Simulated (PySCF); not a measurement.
# C5H4Cl2O: a changed input and its effect

System: C5H4Cl2O.
Method of the first run: GIAO PBE0/pcSseg-1 NMR shielding, non-relativistic, gas phase (PySCF 2.14.0).

The geometry comes from this level: GFN2-xTB, MD frame at 425 fs, 300 K. Text and figures count atoms from 1; the logs count them from 0 in places.

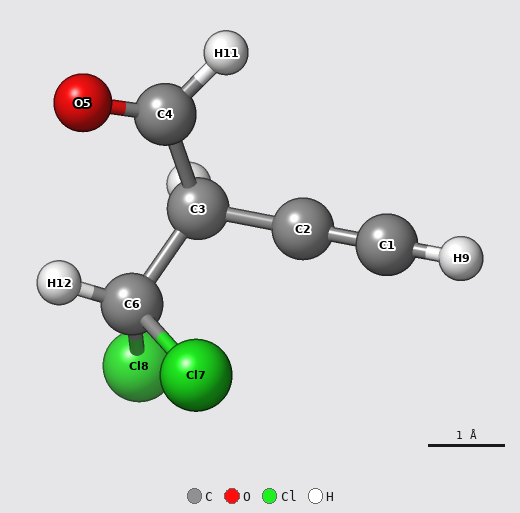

**Figure 1.** The structure (ball-and-stick view, seen at a tilt; atoms are numbered from 1 in the order of the input).

## Input file, the first run
```
{"job": {"kind": "nmr", "xc": "PBE0", "basis": "pcSseg-1", "pop": false}, "charge": 0, "multiplicity": 1}
C      1.517800    -0.726400     0.971400
C      0.494700    -0.387500     0.416500
C     -0.771800     0.134600    -0.030200
C     -0.813300     1.665500     0.252300
O     -1.804200     2.253800     0.506900
C     -1.964600    -0.678200     0.553300
Cl    -1.376400    -1.316600     2.067900
Cl    -2.154100    -2.001700    -0.606500
H      2.420400    -1.032800     1.428500
H     -0.833500     0.064400    -1.160400
H      0.195900     2.218000     0.132400
H     -2.804900    -0.068800     0.615300
```

The first line tells a small driver script what to run in PySCF; the rest is the geometry in Å.

Launched with:
```bash
OMP_NUM_THREADS=1 python <driver script> task.json out
```

Hardware: 1 CPU thread, shared host.

## Output (the first run)
```
coarse grid: 12248 points
cycle   1  E = -1187.5489929052  dE =  1.312e+00  |g| = 8.539e-01  |ddm| = 3.497e+00
cycle   2  E = -1187.0856851205  dE =  4.633e-01  |g| = 1.755e+00  |ddm| = 2.618e+00
cycle   3  E = -1187.6959979408  dE = -6.103e-01  |g| = 1.861e-01  |ddm| = 1.973e+00
cycle   4  E = -1187.7014915917  dE = -5.494e-03  |g| = 1.156e-01  |ddm| = 2.728e-01
cycle   5  E = -1187.7042574950  dE = -2.766e-03  |g| = 4.164e-02  |ddm| = 9.695e-02
cycle   6  E = -1187.7046366695  dE = -3.792e-04  |g| = 1.122e-02  |ddm| = 3.858e-02
cycle   7  E = -1187.7046661265  dE = -2.946e-05  |g| = 3.435e-03  |ddm| = 1.336e-02
cycle   8  E = -1187.7046686355  dE = -2.509e-06  |g| = 6.776e-04  |ddm| = 3.624e-03
final grid: 112232 points
cycle   9  E = -1187.7630530302  dE = -2.424e-05  |g| = 1.106e-02  |ddm| = 3.233e-02
cycle  10  E = -1187.7629944295  dE =  5.860e-05  |g| = 2.075e-02  |ddm| = 2.744e-02
cycle  11  E = -1187.7630748392  dE = -8.041e-05  |g| = 2.139e-03  |ddm| = 1.865e-02
cycle  12  E = -1187.7630755671  dE = -7.280e-07  |g| = 9.840e-04  |ddm| = 2.139e-03
cycle  13  E = -1187.7630757934  dE = -2.263e-07  |g| = 2.201e-04  |ddm| = 7.602e-04
cycle  14  E = -1187.7630758046  dE = -1.110e-08  |g| = 6.125e-05  |ddm| = 2.640e-04
cycle  15  E = -1187.7630758053  dE = -7.904e-10  |g| = 1.921e-05  |ddm| = 7.633e-05
converged SCF energy = -1187.7630758053

GIAO shielding tensors (ppm)
atom      isotropic    diamagn.    paramagn.     s11        s22        s33       span
  0 C       90.939     256.421    -165.483     16.343     28.609    227.864    211.521
  1 C      105.388     262.432    -157.044      7.772     19.165    289.228    281.456
  2 C      113.606     245.917    -132.311     80.048    109.097    151.673     71.625
  3 C       -8.054     246.089    -254.142    -97.581      2.004     71.416    168.996
  4 O     -320.873     394.483    -715.356   -879.927   -426.409    343.717   1223.644
  5 C      114.049     249.151    -135.102     76.154    122.154    143.839     67.685
  6 Cl     672.225    1144.989    -472.764    469.171    610.238    937.266    468.095
  7 Cl     638.435    1144.990    -506.554    291.699    605.995   1017.612    725.913
  8 H       28.829      32.747      -3.918     23.829     24.476     38.181     14.352
  9 H       27.212      26.961       0.251     23.272     27.457     30.907      7.635
 10 H       21.561      25.747      -4.185     18.842     20.820     25.022      6.180
 11 H       26.790      30.130      -3.341     22.012     25.649     32.709     10.697
```

The input of the second run differs as follows (lines with − go, lines with + come):
```diff
-C      1.517800    -0.726400     0.971400
-C      0.494700    -0.387500     0.416500
-C     -0.771800     0.134600    -0.030200
-C     -0.813300     1.665500     0.252300
-O     -1.804200     2.253800     0.506900
-C     -1.964600    -0.678200     0.553300
-Cl    -1.376400    -1.316600     2.067900
-Cl    -2.154100    -2.001700    -0.606500
-H      2.420400    -1.032800     1.428500
-H     -0.833500     0.064400    -1.160400
-H      0.195900     2.218000     0.132400
-H     -2.804900    -0.068800     0.615300
+C      1.872400    -0.582400    -0.023000
+C      0.734900    -0.267900    -0.213600
+C     -0.578200     0.224000    -0.183400
+C     -0.496100     1.619200     0.474700
+O     -1.369200     2.151300     1.068000
+C     -1.673400    -0.567800     0.475200
+Cl    -1.295200    -0.601200     2.210300
+Cl    -1.968300    -2.088700    -0.296700
+H      2.856200    -0.906400     0.063700
+H     -0.942000     0.343800    -1.204300
+H      0.525900     2.049000     0.261100
+H     -2.575900     0.025700     0.415000
```

Predict how the results change.

With the same method and basis, the second run lies 6.1 kcal/mol lower. The HOMO goes from −7.82 to −8.00 eV. The LUMO goes from −1.30 to −1.41 eV. The dipole moment goes from 1.90 to 2.57 D. Of all shieldings, the largest change is that of Cl8, by +116.9 ppm. The number of SCF iterations is the same.

## Output (the second run)
```
coarse grid: 12248 points
cycle   1  E = -1187.5632976651  dE =  1.448e+00  |g| = 8.416e-01  |ddm| = 3.568e+00
cycle   2  E = -1187.1067074012  dE =  4.566e-01  |g| = 1.744e+00  |ddm| = 2.624e+00
cycle   3  E = -1187.7062890792  dE = -5.996e-01  |g| = 1.855e-01  |ddm| = 1.951e+00
cycle   4  E = -1187.7122353988  dE = -5.946e-03  |g| = 1.039e-01  |ddm| = 2.924e-01
cycle   5  E = -1187.7143731038  dE = -2.138e-03  |g| = 3.971e-02  |ddm| = 9.410e-02
cycle   6  E = -1187.7147200236  dE = -3.469e-04  |g| = 1.077e-02  |ddm| = 3.639e-02
cycle   7  E = -1187.7147468356  dE = -2.681e-05  |g| = 3.525e-03  |ddm| = 1.367e-02
cycle   8  E = -1187.7147494548  dE = -2.619e-06  |g| = 6.827e-04  |ddm| = 3.706e-03
final grid: 112232 points
cycle   9  E = -1187.7728133536  dE = -2.784e-05  |g| = 1.109e-02  |ddm| = 4.503e-02
cycle  10  E = -1187.7727509718  dE =  6.238e-05  |g| = 2.116e-02  |ddm| = 2.855e-02
cycle  11  E = -1187.7728355462  dE = -8.457e-05  |g| = 2.209e-03  |ddm| = 1.930e-02
cycle  12  E = -1187.7728363715  dE = -8.253e-07  |g| = 9.053e-04  |ddm| = 2.215e-03
cycle  13  E = -1187.7728365584  dE = -1.869e-07  |g| = 2.232e-04  |ddm| = 7.265e-04
cycle  14  E = -1187.7728365697  dE = -1.129e-08  |g| = 6.510e-05  |ddm| = 2.709e-04
cycle  15  E = -1187.7728365706  dE = -8.934e-10  |g| = 2.003e-05  |ddm| = 8.689e-05
converged SCF energy = -1187.7728365706

GIAO shielding tensors (ppm)
atom      isotropic    diamagn.    paramagn.     s11        s22        s33       span
  0 C       99.028     256.766    -157.738     19.732     30.495    246.858    227.126
  1 C      105.234     261.749    -156.515     11.339     17.286    287.076    275.737
  2 C      130.130     249.718    -119.588    103.471    123.655    163.265     59.793
  3 C      -10.943     247.366    -258.309    -96.645     -6.333     70.148    166.793
  4 O     -330.163     395.487    -725.650   -908.963   -430.088    348.561   1257.524
  5 C      109.268     243.574    -134.306     65.278    130.352    132.176     66.898
  6 Cl     698.808    1145.604    -446.796    444.231    644.078   1008.116    563.885
  7 Cl     755.384    1144.759    -389.376    519.729    716.367   1030.055    510.325
  8 H       29.914      33.268      -3.354     24.628     24.990     40.126     15.498
  9 H       28.624      28.461       0.163     23.830     28.712     33.331      9.501
 10 H       21.876      26.653      -4.777     19.336     20.190     26.101      6.765
 11 H       25.842      28.791      -2.949     20.515     26.503     30.508      9.992
```

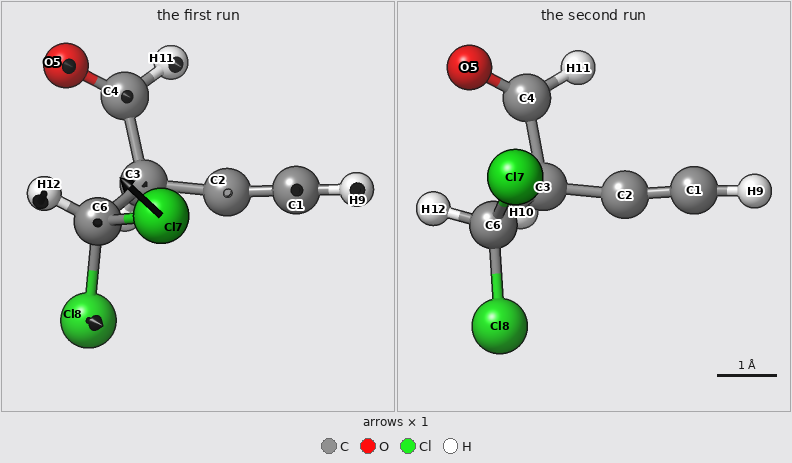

**Figure 2.** The two input geometries at one scale (ball-and-stick view, seen at a tilt). The black arrows on the first give the shifts of the atoms after the best rigid fit, at true length. Cl7 moves most after the best rigid fit: 0.97 Å. By element the largest moves are Cl 0.97 Å, H 0.53 Å, O 0.35 Å, C 0.27 Å. Among the contacts that change: C3–C6 1.557 → 1.503 Å, C3–H10 1.134 → 1.090 Å, C6–H12 1.040 → 1.082 Å, C6–Cl8 1.770 → 1.731 Å.

## The two runs side by side

```csv
quantity,the first run,the second run
outcome,converged,converged
total energy (hartree),−1187.763076,−1187.772837
HOMO (eV),−7.82,−8.00
LUMO (eV),−1.30,−1.41
dipole moment (D),1.90,2.57
shielding of C1 (ppm),90.9,99.0
shielding of C3 (ppm),113.6,130.1
shielding of C4 (ppm),−8.1,−10.9
shielding of O5 (ppm),−320.9,−330.2
shielding of C6 (ppm),114.0,109.3
shielding of Cl7 (ppm),672.2,698.8
shielding of Cl8 (ppm),638.4,755.4
SCF iterations,15,15
basis functions,170,170
wall time (shared host),46 s,42 s
```
